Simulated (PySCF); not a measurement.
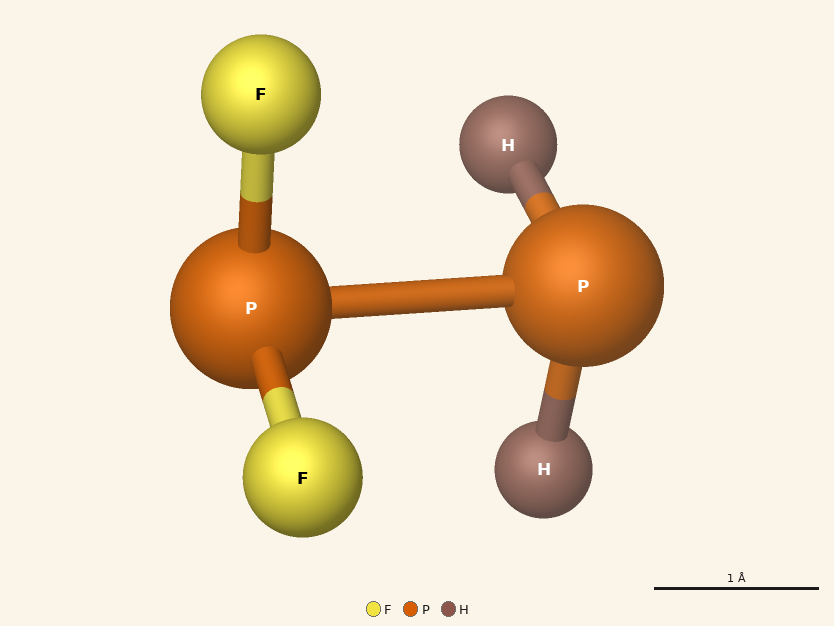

Ball-and-stick drawing of a structure.

The computed structure is the end point of a GFN2-xTB optimisation. No frequency run is at hand to confirm it as a minimum.

Which formula does it have?

F2H2P2, 6 atoms: 2 fluorine, 2 hydrogen and 2 phosphorus.

What is the point group of this geometry?

Cs.

How many sets of symmetry-equivalent atoms are there?

4: 2 F, 1 P, 1 P, 2 H.

What is its SMILES?

FP(F)P

The parts below concern this one geometry. Atoms keep their numbers from picture to picture.

### Charges

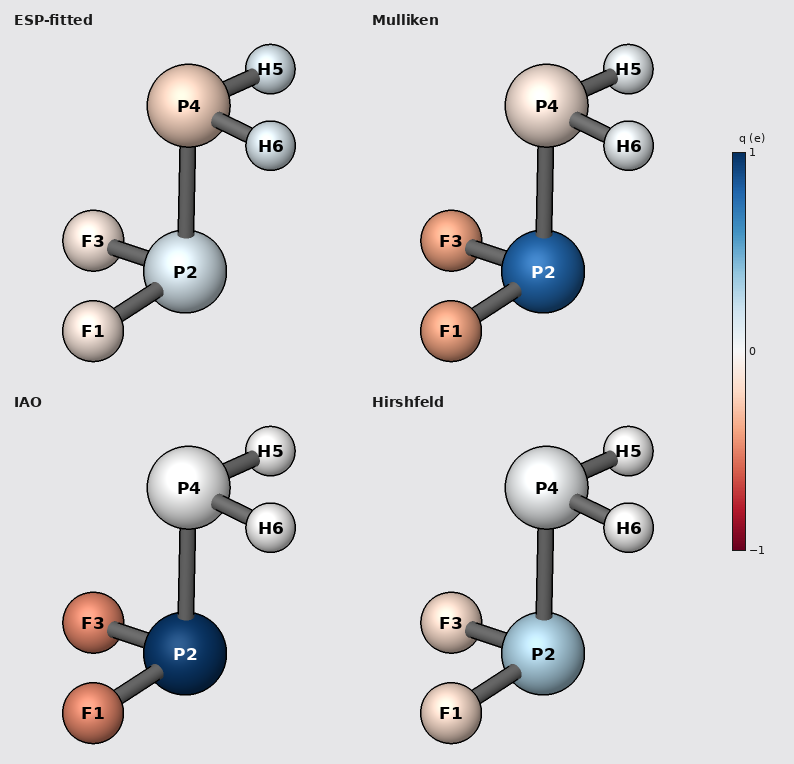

Atomic charges of one calculation by 4 schemes, on one colour scale. No frequency run is at hand to confirm it as a minimum. Method: PBE0/pcSseg-1 (PySCF 2.14.0).

On which atom do the schemes disagree most?

On P2 (from 0.15 to 0.97 e).

List the charges (e), one line for each set of equivalent atoms.

| atom | ESP-fitted | Mulliken | IAO | Hirshfeld |
| --- | --- | --- | --- | --- |
| F1, F3 | −0.11 | −0.40 | −0.48 | −0.17 |
| P2 | 0.15 | 0.80 | 0.97 | 0.31 |
| P4 | −0.21 | −0.12 | 0.00 | 0.03 |
| H5, H6 | 0.14 | 0.06 | 0.00 | 0.00 |

### Bond orders

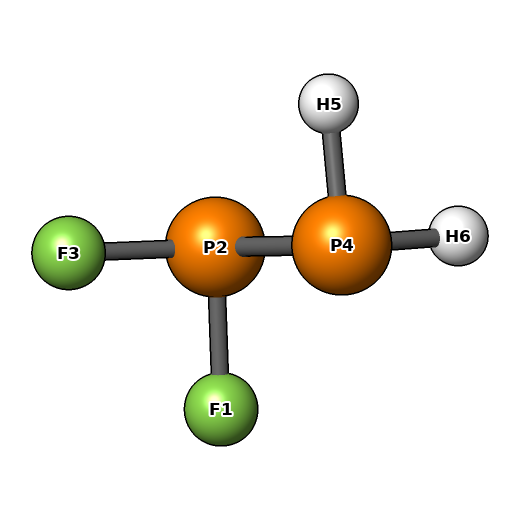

The thickness of each stick grows with its Mayer bond order. No frequency run is at hand to confirm it as a minimum. Method: PBE0/pcSseg-1 (PySCF 2.14.0).

Which bond has the highest Mayer bond order?

P2–P4, 1.01, at a length of 2.195 Å.

List the Mayer bond orders of F1–P2, P2–P4, P4–H5 (one bond of each equivalent set).

| bond | Mayer order | length (Å) |
| --- | --- | --- |
| F1–P2 | 0.88 | 1.621 |
| P2–P4 | 1.01 | 2.195 |
| P4–H5 | 0.92 | 1.397 |

### NMR shielding

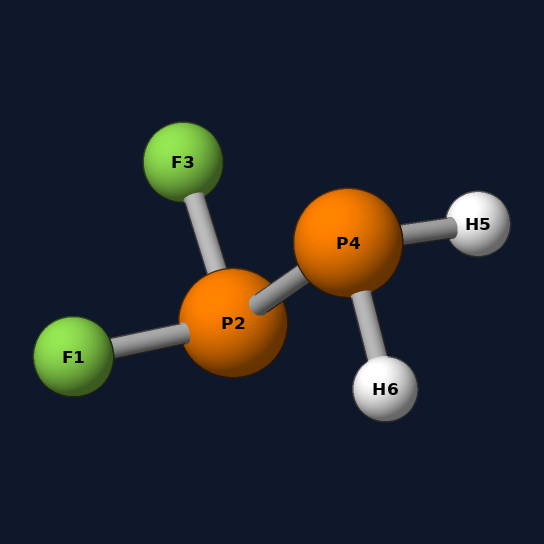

The questions are on isotropic NMR shieldings of the P atoms. No frequency run is at hand to confirm it as a minimum. Properties computed with GIAO PBE0/pcSseg-1 NMR shielding, non-relativistic, gas phase (PySCF 2.14.0).

List the isotropic NMR shieldings of the P atoms.

```csv
atom,σ (ppm)
P2,−21.3
P4,488.6
```

Mulliken values depend strongly on the basis set and can even reverse the polarity of a bond. The geometry is semi-empirical. Around P such bond lengths and angles can be off by a tenth of an ångström or more and by several degrees, and values that hang on the shape move with them.
